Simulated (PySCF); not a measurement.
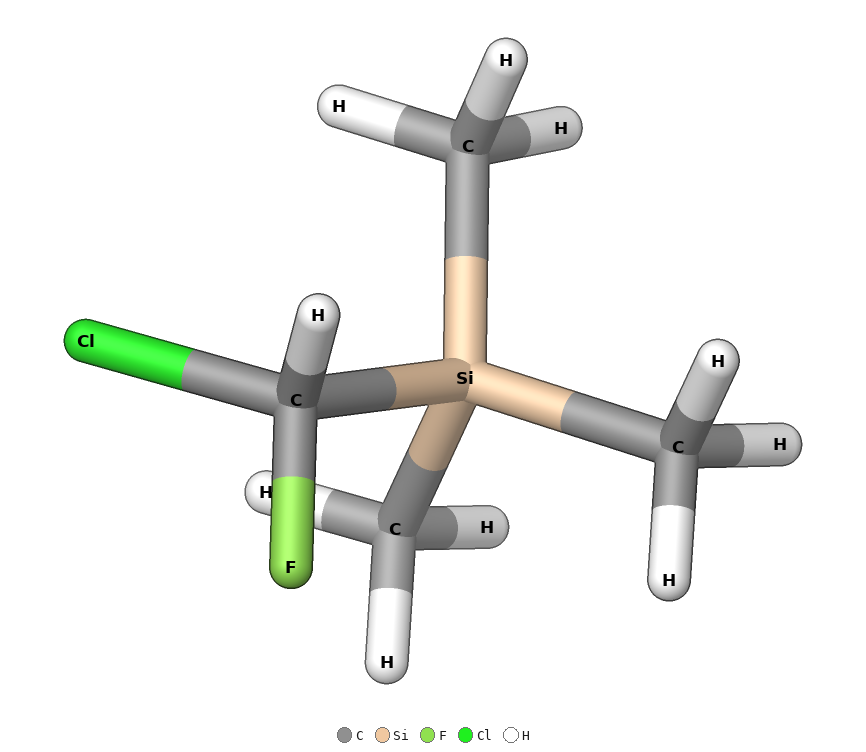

The computed structure is the end point of a PBE0-D3(BJ)/def2-SVP optimisation. No frequency run is at hand to confirm it as a minimum. Level of theory: PBE0/pcSseg-1, gas phase (PySCF 2.14.0).

### Give the HOMO energy (Kohn–Sham orbital) at this level.

−7.92 eV.

### What is the LUMO energy (Kohn–Sham orbital)?

0.62 eV.

### Give the dipole moment at this level.

2.57 D.
